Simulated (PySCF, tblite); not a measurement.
**C4BN4−: dynamics, then NMR shifts on frames**

Aim: move C4BN4− (`N#C[B-](C#N)(C#N)C#N`) away from its starting geometry and see how NMR shifts follow the geometry.

The runs use tblite 0.8.0 and PySCF 2.14.0, with density-fitted response routines of our own; the level of theory stands in each step. All values are computed, except where a source is named. Atoms count from 0, in the outputs and in this text.

## 1. The molecule as given

9 atoms, charge -1, multiplicity 1; geometry from: GFN2-xTB.

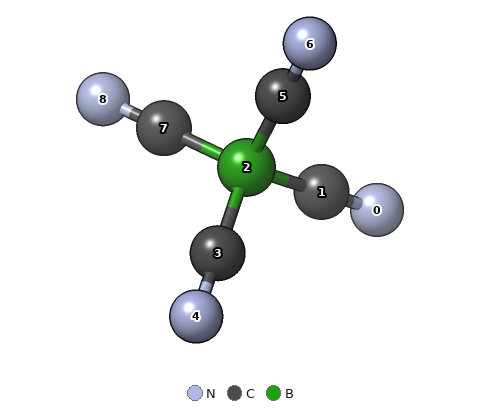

The starting geometry (nitrogen light blue, carbon dark grey, boron green), atoms numbered.

## 2. Dynamics with GFN2-xTB

The job: settings as JSON, then the geometry in Å.

```
{"job": {"kind": "md", "xc": "GFN2-xTB", "basis": "xTB", "temperature": 300, "steps": 2000, "every": 50, "frames": 5}, "charge": -1, "multiplicity": 1}
N      0.145137     2.493814    -1.055014
C      0.082297     1.436299    -0.608262
B      0.000312     0.001981    -0.003268
C     -0.723070    -0.945778    -1.007613
N     -1.255794    -1.647005    -1.746791
C      1.440837    -0.529756     0.267101
N      2.503295    -0.920718     0.467927
C     -0.796045     0.044193     1.336390
N     -1.383408     0.072964     2.324349
```

Method: GFN2-xTB Langevin dynamics, gas phase.

Command:

```bash
$ OMP_NUM_THREADS=1 python probes_run.py task.json out
```

The driver reads the jobs from task.json and runs them one after another.

Log:

```text
t/fs     T/K      E/eV
    0.0   279.1   -587.51275
   25.0   161.4   -587.43071
   50.0   170.4   -587.31290
   75.0   165.4   -587.31915
  100.0   211.8   -587.28903
  125.0   153.4   -587.21564
  150.0   201.0   -587.28925
  175.0   265.7   -587.24862
  200.0   419.7   -587.38740
  225.0   280.4   -587.24666
  250.0   175.2   -587.24073
  275.0   188.9   -587.24841
  300.0   271.0   -587.25467
  325.0   299.7   -587.29464
  350.0   269.0   -587.32705
  375.0   181.4   -587.31848
  400.0   209.2   -587.38650
  425.0   315.6   -587.34746
  450.0   224.3   -587.27693
  475.0   189.7   -587.33382
  500.0   273.5   -587.31751
  525.0   341.5   -587.34235
  550.0   273.1   -587.20333
  575.0   213.0   -587.15037
  600.0   373.3   -587.32885
  625.0   262.8   -587.20984
  650.0   343.9   -587.22513
  675.0   306.7   -587.21897
  700.0   327.0   -587.23578
  725.0   168.5   -587.15973
  750.0   335.0   -587.31735
  775.0   190.0   -587.18049
  800.0   290.7   -587.29723
  825.0   280.0   -587.36713
  850.0   198.5   -587.32888
  875.0   113.5   -587.25301
  900.0   353.6   -587.34969
  925.0   190.0   -587.16029
  950.0   384.0   -587.33304
  975.0   241.9   -587.16967
 1000.0   282.1   -587.27949
```

It took 9.4 s on 1 thread of Intel Xeon at 2.60GHz, shared host; peak memory 0.18 GiB.

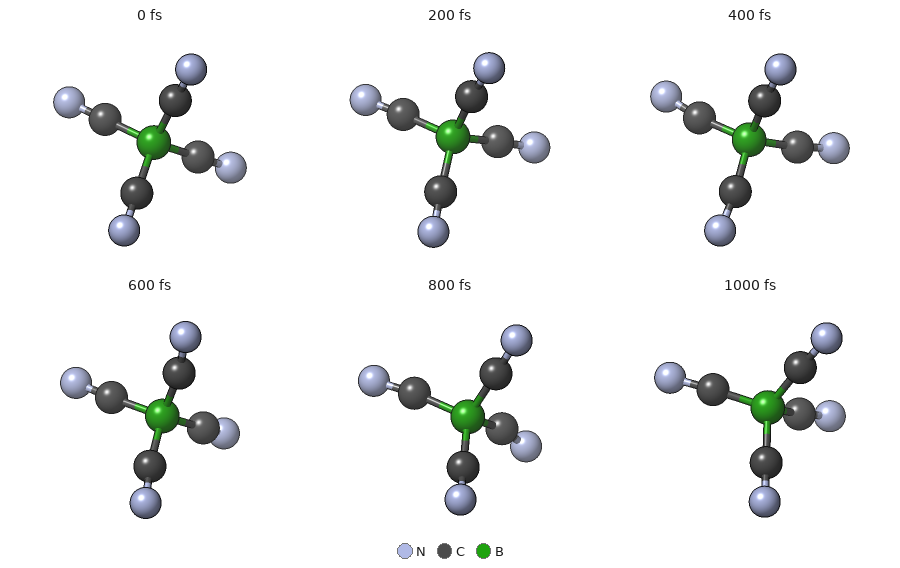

Frames of the run.

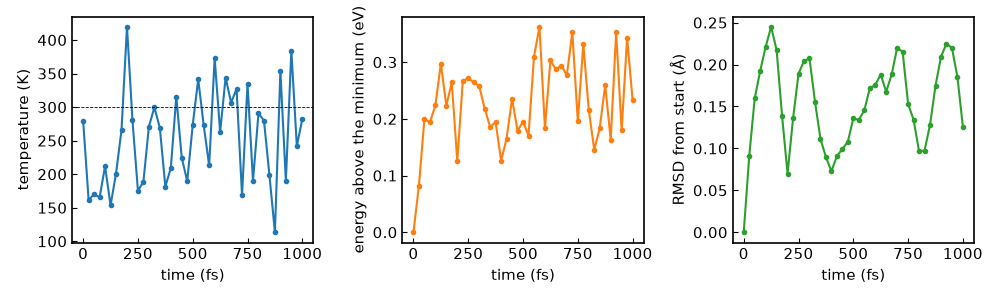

Temperature, potential energy and distance from the start.

Positions (Å) and forces (eV/Å) at 1000 fs:

```xyz
9

N    -0.663    2.801    0.113   -0.268   -0.221    0.113
C    -0.775    1.676    0.332    0.264    0.754   -0.143
B    -0.639    0.148    0.521    0.348    0.555   -1.823
C    -1.200   -0.542   -0.763    0.018   -0.647   -0.755
N    -1.563   -1.120   -1.696    0.153    0.493    0.644
C     0.866   -0.063    0.657    3.421   -0.620   -0.039
N     2.027   -0.213    0.717   -2.550    0.334   -0.043
C    -1.376   -0.369    1.683   -2.379   -0.834    3.216
N    -2.051   -0.651    2.590    0.994    0.187   -1.172
```

## 3. Shielding tensors: 250 fs, PBE0/pcSseg-1

The job: settings as JSON, then the geometry in Å.

```
{"job": {"kind": "nmr", "xc": "PBE0", "basis": "pcSseg-1", "pop": false}, "charge": -1, "multiplicity": 1}
N      0.232100     2.205900    -1.055900
C      0.146900     1.183200    -0.518300
B     -0.106100    -0.201600     0.174500
C     -0.845700    -0.928900    -1.058600
N     -1.303000    -1.285700    -2.058800
C      1.313500    -0.831900     0.213200
N      2.299400    -1.384400     0.398300
C     -0.949300    -0.255500     1.506600
N     -1.616700    -0.088500     2.423800
```

Level: GIAO PBE0/pcSseg-1 NMR shielding, non-relativistic, gas phase.

Log:

```text
coarse grid: 9680 points
cycle   1  E = -395.7278941638  dE =  1.090e+00  |g| = 6.275e-01  |ddm| = 3.139e+00
cycle   2  E = -395.2579412212  dE =  4.700e-01  |g| = 1.621e+00  |ddm| = 1.415e+00
cycle   3  E = -395.8163432531  dE = -5.584e-01  |g| = 1.033e-01  |ddm| = 9.334e-01
cycle   4  E = -395.8188607543  dE = -2.518e-03  |g| = 3.554e-02  |ddm| = 1.218e-01
cycle   5  E = -395.8190624360  dE = -2.017e-04  |g| = 1.959e-02  |ddm| = 3.038e-02
cycle   6  E = -395.8191421336  dE = -7.970e-05  |g| = 4.167e-03  |ddm| = 1.266e-02
cycle   7  E = -395.8191459645  dE = -3.831e-06  |g| = 6.636e-04  |ddm| = 3.408e-03
final grid: 100008 points
cycle   8  E = -395.8667290975  dE = -2.594e-05  |g| = 3.745e-03  |ddm| = 2.657e-02
cycle   9  E = -395.8667305260  dE = -1.429e-06  |g| = 2.988e-03  |ddm| = 6.552e-03
cycle  10  E = -395.8667317980  dE = -1.272e-06  |g| = 1.691e-03  |ddm| = 2.694e-03
cycle  11  E = -395.8667324096  dE = -6.116e-07  |g| = 2.276e-04  |ddm| = 1.031e-03
cycle  12  E = -395.8667324146  dE = -4.954e-09  |g| = 1.760e-04  |ddm| = 2.261e-04
cycle  13  E = -395.8667324208  dE = -6.259e-09  |g| = 3.048e-05  |ddm| = 1.074e-04
cycle  14  E = -395.8667324210  dE = -2.231e-10  |g| = 6.057e-06  |ddm| = 2.960e-05
converged SCF energy = -395.8667324210

GIAO shielding tensors (ppm)
atom      isotropic    diamagn.    paramagn.     s11        s22        s33       span
  0 N      -59.747     339.469    -399.215   -238.727   -221.856    281.343    520.070
  1 C       54.239     260.357    -206.118    -68.003    -61.976    292.697    360.700
  2 B      149.069     179.934     -30.865    143.885    148.574    154.748     10.863
  3 C       53.799     260.418    -206.620    -67.129    -62.735    291.260    358.389
  4 N      -57.390     338.741    -396.131   -235.762   -226.056    289.647    525.408
  5 C       57.844     258.729    -200.885    -61.694    -57.129    292.355    354.048
  6 N      -55.980     339.312    -395.292   -236.476   -222.275    290.812    527.287
  7 C       59.203     258.811    -199.608    -56.977    -55.019    289.605    346.582
  8 N      -59.560     338.531    -398.091   -249.021   -234.677    305.017    554.038
```

It took 13 s on 1 thread of Intel Xeon at 2.60GHz, shared host; peak memory 0.71 GiB.

Shifts follow as δ = σ(reference) − σ, with reference shieldings (ppm) from runs at the same level and on the same kind of geometry: 13C TMS 186.9, 15N NH3 267.7, 11B BF3·OEt2 100.1. The references are single molecules in the gas phase, so shifts against H2O, NH3, PH3, H3PO4 or CFCl3 are not on the usual liquid scales and can be off by tens of ppm. Each atom is listed at this fixed geometry, with no averaging over motion; a spectrum would average atoms that exchange fast.

```tsv
atoms	environment	σ (ppm)	δ (ppm)
C3	nitrile carbon	53.8	133.1
C1	nitrile carbon	54.2	132.7
C5	nitrile carbon	57.8	129.1
C7	nitrile carbon	59.2	127.7
N0	nitrile nitrogen	-59.7	327.5
N8	nitrile nitrogen	-59.6	327.3
N4	nitrile nitrogen	-57.4	325.1
N6	nitrile nitrogen	-56.0	323.7
B2	boron bonded to 4 C	149.1	-49.0
```

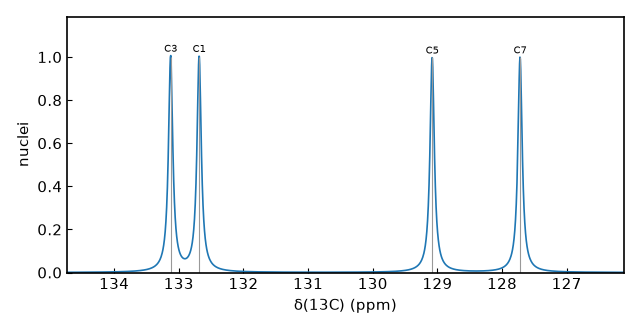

13C lines at the computed shifts, without couplings. Lines are broadened to a width of 0.08 ppm (Lorentzian).

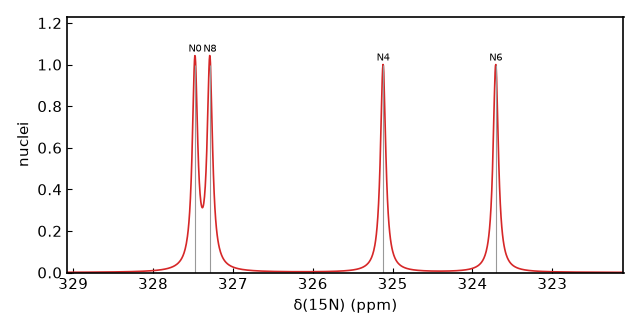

15N lines at the computed shifts, without couplings. Lines are broadened to a width of 0.08 ppm (Lorentzian).

## 4. Shielding tensors: 425 fs, PBE0/pcSseg-1

The job: settings as JSON, then the geometry in Å.

```
{"job": {"kind": "nmr", "xc": "PBE0", "basis": "pcSseg-1", "pop": false}, "charge": -1, "multiplicity": 1}
N      0.444500     2.133300    -0.918500
C      0.063600     1.154800    -0.502000
B     -0.218600    -0.322000    -0.018200
C     -0.914700    -1.193600    -1.129800
N     -1.506800    -1.734700    -1.965500
C      1.164100    -1.031500     0.326400
N      2.187200    -1.540100     0.434500
C     -0.991300    -0.228700     1.281100
N     -1.452200    -0.196200     2.339000
```

Method: GIAO PBE0/pcSseg-1 NMR shielding, non-relativistic, gas phase.

Log:

```text
coarse grid: 9680 points
cycle   1  E = -395.7377093149  dE =  1.143e+00  |g| = 6.141e-01  |ddm| = 3.133e+00
cycle   2  E = -395.3114547564  dE =  4.263e-01  |g| = 1.554e+00  |ddm| = 1.356e+00
cycle   3  E = -395.8217393824  dE = -5.103e-01  |g| = 1.105e-01  |ddm| = 8.769e-01
cycle   4  E = -395.8245120340  dE = -2.773e-03  |g| = 4.320e-02  |ddm| = 1.282e-01
cycle   5  E = -395.8246948092  dE = -1.828e-04  |g| = 3.269e-02  |ddm| = 3.837e-02
cycle   6  E = -395.8249211778  dE = -2.264e-04  |g| = 2.622e-03  |ddm| = 1.889e-02
cycle   7  E = -395.8249227786  dE = -1.601e-06  |g| = 7.382e-04  |ddm| = 2.684e-03
final grid: 100008 points
cycle   8  E = -395.8721223294  dE = -2.521e-05  |g| = 3.817e-03  |ddm| = 2.565e-02
cycle   9  E = -395.8721226751  dE = -3.457e-07  |g| = 3.822e-03  |ddm| = 6.710e-03
cycle  10  E = -395.8721246986  dE = -2.024e-06  |g| = 2.133e-03  |ddm| = 3.174e-03
cycle  11  E = -395.8721256832  dE = -9.846e-07  |g| = 2.946e-04  |ddm| = 1.327e-03
cycle  12  E = -395.8721256940  dE = -1.078e-08  |g| = 1.958e-04  |ddm| = 2.572e-04
cycle  13  E = -395.8721257019  dE = -7.932e-09  |g| = 1.898e-05  |ddm| = 1.083e-04
cycle  14  E = -395.8721257020  dE = -7.412e-11  |g| = 7.974e-06  |ddm| = 1.918e-05
converged SCF energy = -395.8721257020

GIAO shielding tensors (ppm)
atom      isotropic    diamagn.    paramagn.     s11        s22        s33       span
  0 N      -46.426     340.430    -386.856   -223.644   -216.374    300.741    524.385
  1 C       61.492     260.592    -199.099    -53.633    -52.439    290.549    344.182
  2 B      149.685     179.856     -30.171    145.948    150.477    152.630      6.682
  3 C       54.934     258.529    -203.595    -63.038    -62.783    290.623    353.662
  4 N      -60.455     338.326    -398.781   -241.612   -238.567    298.815    540.427
  5 C       56.534     260.133    -203.599    -61.308    -59.826    290.737    352.045
  6 N      -51.654     339.414    -391.068   -227.749   -223.953    296.738    524.487
  7 C       55.246     258.398    -203.151    -64.274    -63.434    293.447    357.722
  8 N      -60.313     338.683    -398.996   -237.614   -231.157    287.832    525.446
```

Wall time 13 s (1 thread of Intel Xeon at 2.60GHz, shared host); peak memory 0.73 GiB.

Key values: δ C3 132.0, C7 131.7, C5 130.4, C1 125.4 ppm.

## 5. NMR shieldings: 625 fs, PBE0/pcSseg-1

The job: settings as JSON, then the geometry in Å.

```
{"job": {"kind": "nmr", "xc": "PBE0", "basis": "pcSseg-1", "pop": false}, "charge": -1, "multiplicity": 1}
N     -0.441100     2.420400    -0.388100
C     -0.326700     1.287600    -0.265900
B     -0.181000    -0.244300     0.180100
C     -0.756300    -1.183300    -0.943800
N     -1.210800    -1.784000    -1.839500
C      1.177400    -0.831900     0.557600
N      2.212500    -1.309100     0.884500
C     -1.113500    -0.268700     1.364400
N     -1.726200    -0.245600     2.322300
```

With the program's defaults for keys left out, this is: GIAO PBE0/pcSseg-1 NMR shielding, non-relativistic, gas phase.

Log:

```text
coarse grid: 9680 points
cycle   1  E = -395.7347333702  dE =  1.107e+00  |g| = 5.970e-01  |ddm| = 3.136e+00
cycle   2  E = -395.2984427428  dE =  4.363e-01  |g| = 1.563e+00  |ddm| = 1.346e+00
cycle   3  E = -395.8146486007  dE = -5.162e-01  |g| = 1.084e-01  |ddm| = 8.804e-01
cycle   4  E = -395.8169730277  dE = -2.324e-03  |g| = 5.827e-02  |ddm| = 1.304e-01
cycle   5  E = -395.8174064208  dE = -4.334e-04  |g| = 3.790e-02  |ddm| = 4.817e-02
cycle   6  E = -395.8177137057  dE = -3.073e-04  |g| = 3.100e-03  |ddm| = 2.236e-02
cycle   7  E = -395.8177157470  dE = -2.041e-06  |g| = 1.342e-03  |ddm| = 3.506e-03
final grid: 100008 points
cycle   8  E = -395.8650477558  dE = -2.338e-05  |g| = 4.576e-03  |ddm| = 2.765e-02
cycle   9  E = -395.8650425065  dE =  5.249e-06  |g| = 6.844e-03  |ddm| = 8.137e-03
cycle  10  E = -395.8650515338  dE = -9.027e-06  |g| = 2.143e-03  |ddm| = 4.759e-03
cycle  11  E = -395.8650525430  dE = -1.009e-06  |g| = 2.840e-04  |ddm| = 1.463e-03
cycle  12  E = -395.8650525515  dE = -8.553e-09  |g| = 2.067e-04  |ddm| = 2.619e-04
cycle  13  E = -395.8650525603  dE = -8.723e-09  |g| = 3.229e-05  |ddm| = 1.181e-04
cycle  14  E = -395.8650525604  dE = -1.588e-10  |g| = 2.073e-05  |ddm| = 3.047e-05
converged SCF energy = -395.8650525604

GIAO shielding tensors (ppm)
atom      isotropic    diamagn.    paramagn.     s11        s22        s33       span
  0 N      -53.340     339.556    -392.896   -236.630   -217.974    294.583    531.213
  1 C       58.281     260.323    -202.041    -60.561    -55.442    290.847    351.408
  2 B      150.889     179.069     -28.180    146.491    151.750    154.426      7.935
  3 C       51.329     258.842    -207.513    -69.310    -68.210    291.507    360.817
  4 N      -64.963     338.195    -403.157   -248.528   -240.607    294.246    542.774
  5 C       48.035     258.220    -210.185    -75.129    -73.383    292.618    367.747
  6 N      -77.932     337.610    -415.542   -269.145   -250.894    286.241    555.385
  7 C       58.865     258.525    -199.660    -60.342    -57.063    294.000    354.342
  8 N      -50.878     339.177    -390.055   -224.392   -209.000    280.757    505.149
```

Run time: 12 s. Hardware: 1 thread of Intel Xeon at 2.60GHz, shared host; peak memory 0.73 GiB.

In short: δ C5 138.9, C3 135.6, C1 128.6, C7 128.1 ppm.

## 6. NMR shieldings: 800 fs, PBE0/pcSseg-1

The job: settings as JSON, then the geometry in Å.

```
{"job": {"kind": "nmr", "xc": "PBE0", "basis": "pcSseg-1", "pop": false}, "charge": -1, "multiplicity": 1}
N     -0.717000     2.454600    -0.329600
C     -0.492200     1.447000     0.117200
B     -0.350800    -0.041300     0.474200
C     -0.847400    -0.859100    -0.707900
N     -1.045800    -1.599600    -1.539100
C      1.135900    -0.321800     0.728100
N      2.253200    -0.521100     0.952000
C     -1.124600    -0.247100     1.825300
N     -1.799400    -0.400800     2.741800
```

With the program's defaults for keys left out, this is: GIAO PBE0/pcSseg-1 NMR shielding, non-relativistic, gas phase.

Log:

```text
coarse grid: 9680 points
cycle   1  E = -395.7361980733  dE =  1.282e+00  |g| = 6.009e-01  |ddm| = 3.140e+00
cycle   2  E = -395.3637851652  dE =  3.724e-01  |g| = 1.470e+00  |ddm| = 1.326e+00
cycle   3  E = -395.8155886055  dE = -4.518e-01  |g| = 1.221e-01  |ddm| = 8.363e-01
cycle   4  E = -395.8191356473  dE = -3.547e-03  |g| = 3.910e-02  |ddm| = 1.397e-01
cycle   5  E = -395.8192883062  dE = -1.527e-04  |g| = 2.956e-02  |ddm| = 3.484e-02
cycle   6  E = -395.8194727743  dE = -1.845e-04  |g| = 2.663e-03  |ddm| = 1.714e-02
cycle   7  E = -395.8194743426  dE = -1.568e-06  |g| = 7.998e-04  |ddm| = 2.692e-03
final grid: 100008 points
cycle   8  E = -395.8666999400  dE = -2.487e-05  |g| = 3.697e-03  |ddm| = 2.733e-02
cycle   9  E = -395.8667008961  dE = -9.561e-07  |g| = 3.248e-03  |ddm| = 6.722e-03
cycle  10  E = -395.8667025259  dE = -1.630e-06  |g| = 1.745e-03  |ddm| = 2.938e-03
cycle  11  E = -395.8667031765  dE = -6.506e-07  |g| = 1.715e-04  |ddm| = 1.057e-03
cycle  12  E = -395.8667031751  dE =  1.349e-09  |g| = 1.954e-04  |ddm| = 2.023e-04
cycle  13  E = -395.8667031829  dE = -7.803e-09  |g| = 2.374e-05  |ddm| = 1.109e-04
cycle  14  E = -395.8667031830  dE = -1.137e-10  |g| = 1.002e-05  |ddm| = 2.283e-05
converged SCF energy = -395.8667031830

GIAO shielding tensors (ppm)
atom      isotropic    diamagn.    paramagn.     s11        s22        s33       span
  0 N      -44.228     340.406    -384.634   -218.434   -208.322    294.074    512.508
  1 C       61.370     260.255    -198.886    -55.157    -53.373    292.640    347.797
  2 B      153.168     179.994     -26.826    150.801    154.061    154.641      3.840
  3 C       60.705     259.843    -199.138    -55.324    -54.603    292.042    347.366
  4 N      -49.763     340.136    -389.899   -224.245   -220.109    295.066    519.310
  5 C       54.054     259.372    -205.318    -65.774    -64.655    292.593    358.367
  6 N      -56.928     339.471    -396.399   -232.094   -230.725    292.035    524.129
  7 C       56.868     257.873    -201.005    -61.466    -59.058    291.128    352.594
  8 N      -53.535     338.380    -391.915   -235.908   -223.795    299.097    535.005
```

Wall time 12 s (1 thread of Intel Xeon at 2.60GHz, shared host); peak memory 0.73 GiB.

Key values: δ C5 132.9, C7 130.1, C3 126.2, C1 125.6 ppm.

## 7. NMR shieldings: 1000 fs, PBE0/pcSseg-1

The job: settings as JSON, then the geometry in Å.

```
{"job": {"kind": "nmr", "xc": "PBE0", "basis": "pcSseg-1", "pop": false}, "charge": -1, "multiplicity": 1}
N     -0.663400     2.801300     0.112700
C     -0.775200     1.675600     0.332200
B     -0.638900     0.147900     0.520600
C     -1.200300    -0.542000    -0.762800
N     -1.562700    -1.120400    -1.696000
C      0.866000    -0.063100     0.657400
N      2.027200    -0.212800     0.716700
C     -1.376400    -0.369200     1.683500
N     -2.051500    -0.651200     2.589900
```

With the program's defaults for keys left out, this is: GIAO PBE0/pcSseg-1 NMR shielding, non-relativistic, gas phase.

Log:

```text
coarse grid: 9680 points
cycle   1  E = -395.7438901464  dE =  1.172e+00  |g| = 5.661e-01  |ddm| = 3.135e+00
cycle   2  E = -395.3600572100  dE =  3.838e-01  |g| = 1.474e+00  |ddm| = 1.280e+00
cycle   3  E = -395.8160774215  dE = -4.560e-01  |g| = 1.039e-01  |ddm| = 8.155e-01
cycle   4  E = -395.8185020427  dE = -2.425e-03  |g| = 4.495e-02  |ddm| = 1.278e-01
cycle   5  E = -395.8186904261  dE = -1.884e-04  |g| = 3.499e-02  |ddm| = 3.978e-02
cycle   6  E = -395.8189517375  dE = -2.613e-04  |g| = 1.782e-03  |ddm| = 2.001e-02
cycle   7  E = -395.8189524141  dE = -6.766e-07  |g| = 6.531e-04  |ddm| = 2.002e-03
final grid: 100008 points
cycle   8  E = -395.8660050909  dE = -2.334e-05  |g| = 3.839e-03  |ddm| = 2.804e-02
cycle   9  E = -395.8660063179  dE = -1.227e-06  |g| = 3.254e-03  |ddm| = 6.808e-03
cycle  10  E = -395.8660077089  dE = -1.391e-06  |g| = 1.964e-03  |ddm| = 2.898e-03
cycle  11  E = -395.8660085397  dE = -8.307e-07  |g| = 2.511e-04  |ddm| = 1.175e-03
cycle  12  E = -395.8660085456  dE = -5.913e-09  |g| = 1.920e-04  |ddm| = 2.343e-04
cycle  13  E = -395.8660085532  dE = -7.645e-09  |g| = 2.166e-05  |ddm| = 1.091e-04
cycle  14  E = -395.8660085533  dE = -1.119e-10  |g| = 5.327e-06  |ddm| = 2.188e-05
converged SCF energy = -395.8660085533

GIAO shielding tensors (ppm)
atom      isotropic    diamagn.    paramagn.     s11        s22        s33       span
  0 N      -58.241     338.709    -396.950   -234.178   -229.900    289.355    523.533
  1 C       55.200     260.112    -204.912    -64.209    -62.528    292.337    356.546
  2 B      153.697     180.463     -26.766    151.671    152.818    156.603      4.932
  3 C       54.941     260.193    -205.252    -63.588    -62.905    291.316    354.903
  4 N      -56.469     339.506    -395.975   -236.890   -228.319    295.802    532.693
  5 C       50.382     260.529    -210.146    -72.379    -69.450    292.976    365.355
  6 N      -67.039     339.494    -406.533   -249.848   -236.520    285.250    535.098
  7 C       52.344     255.770    -203.427    -69.153    -68.189    294.373    363.525
  8 N      -68.232     337.272    -405.504   -250.523   -239.060    284.887    535.410
```

Run time: 13 s. Hardware: 1 thread of Intel Xeon at 2.60GHz, shared host; peak memory 0.73 GiB.

Key values: δ C5 136.5, C7 134.6, C3 132.0, C1 131.7 ppm.

## 8. Side by side: NMR shifts

Shifts (ppm) of some atoms, chosen among heavy atoms and hydrogens apart, with basis size and wall time:

```tsv
frame	C5	N0	N8	N4	N6	functions	time
250 fs	129.1	327.5	327.3	325.1	323.7	153	13 s
425 fs	130.4	314.2	328.0	328.2	319.4	153	13 s
625 fs	138.9	321.1	318.6	332.7	345.7	153	12 s
800 fs	132.9	312.0	321.3	317.5	324.7	153	12 s
1000 fs	136.5	326.0	336.0	324.2	334.8	153	13 s
```

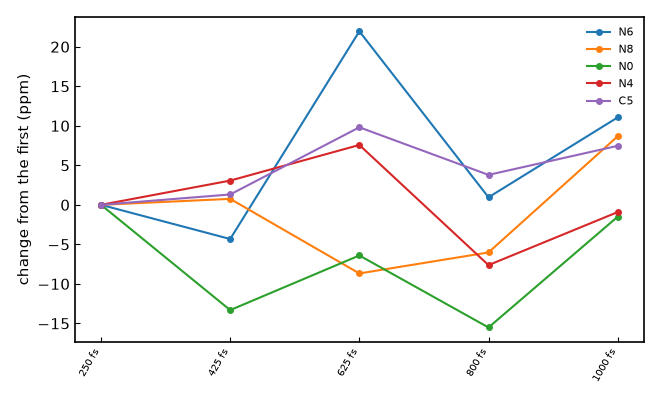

How the tabulated atoms move from run to run.

## 9. Results

```
                                           quantity                           value
                                         thermostat                           300 K
                      mean temperature, second half                           273 K
            mean potential energy above the minimum                         0.25 eV
     13C shifts against TMS (PBE0/pcSseg-1, 250 fs)  133.1, 132.7, 129.1, 127.7 ppm
     15N shifts against NH3 (PBE0/pcSseg-1, 250 fs)  327.5, 327.3, 325.1, 323.7 ppm
11B shifts against BF3·OEt2 (PBE0/pcSseg-1, 250 fs)                       -49.0 ppm
                           range of the shift of N6              319.4 to 345.7 ppm
```

In words: In the second half the potential energy averages 0.25 eV above the minimum; equipartition over 21 harmonic modes at 300 K would give 0.27 eV. With 9 atoms the temperature swings widely (114 to 420 K). Shifts at one fixed geometry are not the observed spectrum, which averages over the motion. Across the 5 runs the shift of N6 moves most, between 319.4 (425 fs) and 345.7 ppm (625 fs).
